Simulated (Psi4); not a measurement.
# C2H2FO− (SMILES C=C([O-])F) at 5 levels

Wanted: a comparison of 5 runs (B3LYP/STO-3G, B3LYP/6-31G, B3LYP/6-31G*, HSE06/6-311G(2df,2pd), MP2/3ZaPa-NR) of C2H2FO−. 

Program for the calculation: Psi4 1.11.

5 further runs of the same task are left out: 2 that didn't finish, 3 set aside as unsound or not needed.

### 1 The molecule

C2H2FO− has 6 atoms, charge -1, and is taken as a singlet. As SMILES, `C=C([O-])F`. The coordinates come from a GFN2-xTB relaxation.

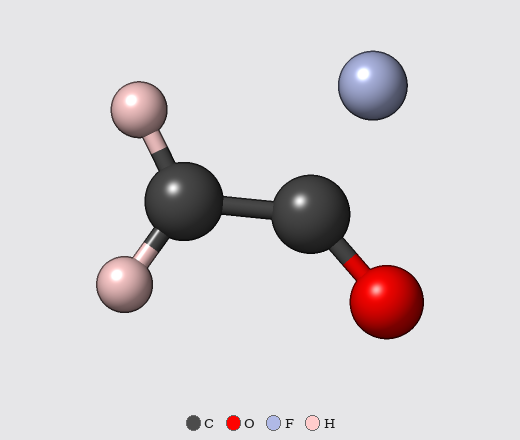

The structure, seen from a chosen angle (carbon dark grey, oxygen red, fluorine light blue, hydrogen pink).

### 2 Energy and forces at B3LYP/STO-3G (run 1)

The input, c2h2fo.xyz:

```xyz
6
C2H2FO
C     -0.292600     0.643800    -0.167390
C      0.235510    -0.495100     0.304610
O      0.506390    -0.961650     1.402440
F      0.572590    -1.419790    -0.834850
H     -0.429960     0.811890    -1.220670
H     -0.591920     1.420860     0.515860
```

The input, calc.py:

```python
import psi4

psi4.set_memory(1600000000)
psi4.set_num_threads(1)
psi4.set_output_file('psi4.out', False)

with open('c2h2fo.xyz') as f:
    atoms = ''.join(f.readlines()[2:])
molecule = psi4.geometry('-1 1\n' + atoms + 'symmetry c1\nno_reorient\nno_com')

options = {'reference': 'rks', 'puream': True, 'e_convergence': 1e-09, 'd_convergence': 1e-08, 'scf_type': 'pk', 'dft_radial_points': 99, 'dft_spherical_points': 590}
psi4.set_options(options)

e, wfn = psi4.gradient('b3lyp/STO-3G', return_wfn=True)
psi4.oeprop(wfn, 'QUADRUPOLE', 'WIBERG_LOWDIN_INDICES', 'MULLIKEN_CHARGES')
print('gradient / Eh bohr^-1')
print(e.np.round(6))
print(f'energy = {wfn.energy():.10f} Eh')
for k, v in sorted(psi4.core.scalar_variables().items()):
    print(f'{k:45s} {v:18.10f}')
```

The run is started by

```sh
$ python calc.py
```

psi4.out:

```text
[...]
  Running in c1 symmetry.
[...]
  Nuclear repulsion =  108.874243570808957
[...]
  Multiplicity = 1
[...]
  Nalpha       = 16
  Nbeta        = 16
[...]
    Number of basis functions: 22
[...]
   @RKS iter   1:  -248.75764059077281   -1.22136e+00   1.74028e-02 DIIS/ADIIS
[...]
   @RKS iter  10:  -248.84989068791265   -1.42109e-13   3.22946e-09 DIIS
[...]
  @RKS Final Energy:  -248.84989068791265
   => Energetics <=
    Nuclear Repulsion Energy =            108.8742435708089573
    One-Electron Energy =                -570.8000251487774221
    Two-Electron Energy =                 238.4000278817354399
    DFT Exchange-Correlation Energy =     -25.3241369916796373
    Empirical Dispersion Energy =           0.0000000000000000
    VV10 Nonlocal Energy =                  0.0000000000000000
    Total Energy =                       -248.8498906879126480
[...]
  -Total Gradient:
     Atom            X                  Y                   Z
    ------   -----------------  -----------------  -----------------
       1        0.022787170025    -0.049787591903     0.015678244031
       2       -0.013132268227     0.039925043813     0.072893636693
       3       -0.019048284668     0.031607189762    -0.085934666557
       4        0.003134539066    -0.008277999982    -0.008425573920
       5        0.002258609783    -0.004014589985     0.008333662849
       6        0.003993803702    -0.009436792135    -0.002540796441
[...]
```

The script printed:

```text
gradient / Eh bohr^-1
[[ 0.022787 -0.049788  0.015678]
 [-0.013132  0.039925  0.072894]
 [-0.019048  0.031607 -0.085935]
 [ 0.003135 -0.008278 -0.008426]
 [ 0.002259 -0.004015  0.008334]
 [ 0.003994 -0.009437 -0.002541]]
energy = -248.8498906879 Eh
CURRENT ENERGY                                   -248.8498906879
CURRENT REFERENCE ENERGY                         -248.8498906879
DD SOLVATION ENERGY                                 0.0000000000
DFT FUNCTIONAL TOTAL ENERGY                      -248.8498906879
DFT TOTAL ENERGY                                 -248.8498906879
DFT VV10 ENERGY                                     0.0000000000
DFT XC ENERGY                                     -25.3241369917
GRID ELECTRONS ALPHA                               16.0000001230
GRID ELECTRONS BETA                                16.0000001230
GRID ELECTRONS TOTAL                               32.0000002460
NUCLEAR REPULSION ENERGY                          108.8742435708
ONE-ELECTRON ENERGY                              -570.8000251488
PCM POLARIZATION ENERGY                             0.0000000000
PE ENERGY                                           0.0000000000
SCF ITERATION ENERGY                             -248.8498906879
SCF ITERATIONS                                     10.0000000000
SCF TOTAL ENERGY                                 -248.8498906879
TWO-ELECTRON ENERGY                               238.4000278817
XC GRID RADIAL POINTS                              99.0000000000
XC GRID SPHERICAL POINTS                          590.0000000000
XC GRID TOTAL POINTS                           329954.0000000000
```

Run time: 5.7 s. Hardware: 1 thread of Intel Xeon Platinum 8488C (Sapphire Rapids), shared host; peak memory 0.41 GiB.

### 3 A single-point energy at B3LYP/6-31G (run 2)

The input, c2h2fo.dat:

```
memory 1.6 GB

molecule m {
  -1 1
  C     -0.292600     0.643800    -0.167390
  C      0.235510    -0.495100     0.304610
  O      0.506390    -0.961650     1.402440
  F      0.572590    -1.419790    -0.834850
  H     -0.429960     0.811890    -1.220670
  H     -0.591920     1.420860     0.515860
  symmetry c1
}

set basis 6-31G
set puream true
set e_convergence 1e-09
set d_convergence 1e-08
set scf_type pk
set dft_radial_points 99
set dft_spherical_points 590

e_tot, wfn = energy("b3lyp", return_wfn=True)
oeprop(wfn, "WIBERG_LOWDIN_INDICES", "DIPOLE", "MAYER_INDICES")
print_variables()
```

The run is started by

```sh
$ psi4 c2h2fo.dat c2h2fo.out -n 1
```

c2h2fo.out:

```text
[...]
  Running in c1 symmetry.
[...]
  Nuclear repulsion =  108.874243570808957
[...]
  Multiplicity = 1
[...]
  Nalpha       = 16
  Nbeta        = 16
[...]
    Number of basis functions: 40
[...]
   @RKS iter   1:  -252.12176689340748   -3.03622e-01   2.03957e-02 ADIIS/DIIS
[...]
   @RKS iter  11:  -252.42106503645547   -1.02318e-12   3.61617e-09 DIIS
[...]
  @RKS Final Energy:  -252.42106503645547
   => Energetics <=
    Nuclear Repulsion Energy =            108.8742435708089573
    One-Electron Energy =                -570.9574515632716611
    Two-Electron Energy =                 234.6976726089546048
    DFT Exchange-Correlation Energy =     -25.0355296529473854
    Empirical Dispersion Energy =           0.0000000000000000
    VV10 Nonlocal Energy =                  0.0000000000000000
    Total Energy =                       -252.4210650364554738
[...]
 Multipole Moments:
 ------------------------------------------------------------------------------------
     Multipole            Electronic (a.u.)      Nuclear  (a.u.)        Total (a.u.)
 ------------------------------------------------------------------------------------
 L = 1.  Multiply by 2.5417464519 to convert [e a0] to [Debye]
 Dipole X            :          1.6914313           -1.7606627           -0.0692314
 Dipole Y            :         -3.9200834            4.0160394            0.0959559
 Dipole Z            :         -0.4699937            0.0183335           -0.4516602
 Magnitude           :                                                    0.4669019
[...]
```

Run time: 7.2 s. Hardware: 1 thread of Intel Xeon Platinum 8488C (Sapphire Rapids), shared host; peak memory 0.57 GiB.

Runs 3 to 4 aren't shown in full; the table further down has their settings and results.

### 4 The energy at MP2/3ZaPa-NR (density fitting, density fitting for correlation) (run 5)

The input, c2h2fo.py:

```python
import psi4

psi4.set_memory('1600 MB')
psi4.set_num_threads(1)
psi4.set_output_file('run.log', False)

molecule = psi4.geometry("""
-1 1
C     -0.292600     0.643800    -0.167390
C      0.235510    -0.495100     0.304610
O      0.506390    -0.961650     1.402440
F      0.572590    -1.419790    -0.834850
H     -0.429960     0.811890    -1.220670
H     -0.591920     1.420860     0.515860
""")

psi4.set_options(dict(freeze_core=True, mp2_type='df', guess='modhuckel', maxiter=80))

E, wfn = psi4.energy("mp2/3ZaPa-NR", molecule=molecule, return_wfn=True)
print(f'total energy {E:.8f} hartree = {E * 27.211386:.5f} eV')
```

The run is started by

```sh
$ python c2h2fo.py
```

run.log:

```text
[...]
  Running in c1 symmetry.
[...]
  Nuclear repulsion =  108.874243570808957
[...]
  Multiplicity = 1
[...]
  Nalpha       = 16
  Nbeta        = 16
[...]
    Number of basis functions: 192
[...]
   @DF-RHF iter   1:  -250.26354792639142   -2.50264e+02   9.30809e-03 DIIS/ADIIS
[...]
   @DF-RHF iter  13:  -251.30728586710711   -1.01295e-10   7.95272e-09 DIIS
[...]
    Orbital Energies [Eh]
    ---------------------
    Doubly Occupied:
       1A    -26.048296     2A    -20.308834     3A    -11.162029
       4A    -10.989591     5A     -1.342271     6A     -1.149327
       7A     -0.797111     8A     -0.551306     9A     -0.460346
      10A     -0.451710    11A     -0.435618    12A     -0.380312
      13A     -0.345048    14A     -0.319319    15A     -0.240452
      16A     -0.109164
[...]
  @DF-RHF Final Energy:  -251.30728586710711
   => Energetics <=
    Nuclear Repulsion Energy =            108.8742435708089573
    One-Electron Energy =                -570.1815928515592304
    Two-Electron Energy =                 210.0000634136431472
    Total Energy =                       -251.3072858671071117
[...]
 Multipole Moments:
 ------------------------------------------------------------------------------------
     Multipole            Electronic (a.u.)      Nuclear  (a.u.)        Total (a.u.)
 ------------------------------------------------------------------------------------
 L = 1.  Multiply by 2.5417464519 to convert [e a0] to [Debye]
 Dipole X            :          1.6618827           -1.7606627           -0.0987801
 Dipole Y            :         -3.8560881            4.0160394            0.1599513
 Dipole Z            :         -0.4950336            0.0183335           -0.4767001
 Magnitude           :                                                    0.5124303
[...]
```

The script printed:

```text
total energy -252.14347950 hartree = -6861.17355 eV
```

Wall time 5.4 s (1 thread of Intel Xeon Platinum 8488C (Sapphire Rapids), shared host); peak memory 0.48 GiB.

### 5 All runs side by side

```csv
run,level,task,integrals,energy (Eh),HOMO energy (eV),LUMO energy (eV),HOMO–LUMO gap (eV),wall time
1,B3LYP/STO-3G,gradient,pk,-248.849891,5.61,13.64,8.03,5.7 s
2,B3LYP/6-31G,energy,pk,-252.421065,0.86,8.37,7.52,7.2 s
3,B3LYP/6-31G* (spherical functions),gradient,pk,-252.473192,1.02,8.71,7.69,11 s
4,"HSE06/6-311G(2df,2pd) (density fitting, C-PCM methanol)",properties,df,-252.434416,-4.64,2.33,6.98,16 s
5,"MP2/3ZaPa-NR (density fitting, density fitting for correlation)",energy,df,-252.143479,-2.97,3.90,6.87,5.4 s
```

### 6 What came out

```
                                                    quantity          value
                                         run 5: total energy  -252.14348 Eh
                  run 5: HOMO energy (Hartree–Fock orbitals)       -2.97 eV
                  run 5: LUMO energy (Hartree–Fock orbitals)        3.90 eV
run 5: HOMO–LUMO gap (to an unbound level, set by the basis)        6.87 eV
          run 5: correlation energy (4 core orbitals frozen)     -836.2 mEh
```

What this shows: Over runs 1, 2, 3, 4 the HOMO–LUMO gap runs from 6.98 eV (HSE06/6-311G(2df,2pd)) to 8.03 eV (B3LYP/STO-3G). The two ends differ in method and basis and solvent. The empty levels of an anion lie above zero and hang on the basis. Totals of different functionals can't be ranked against each other. In runs 1, 2, 3 the HOMO lies above zero, so the outermost electron may be held by the basis alone. In run 1 the basis is minimal, so the values are rough. All runs together took 45 s, the longest 16 s.
